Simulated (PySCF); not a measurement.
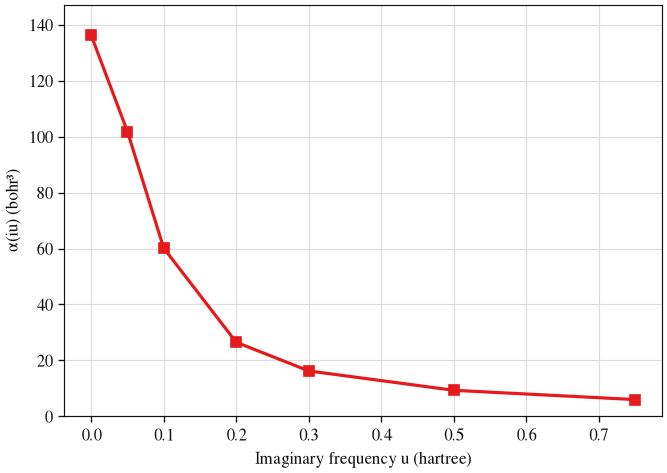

Dipole polarisability at imaginary frequency of an atom or ion with 35 electrons in the configuration [Ar] 3d¹⁰ 4s² 4p⁴ 5s. Coupled response at the HF level; PySCF, def2-QZVPPD, non-relativistic, unrestricted single determinants, no spin-orbit coupling.

**Which species is it, and what does the curve give?**

Kr⁺. The static dipole polarisability is 136 bohr³; α(iu) falls to half of it near u = 0.088 hartree. The Casimir–Polder integral gives C₆ = 1300 hartree bohr⁶ for two such species.
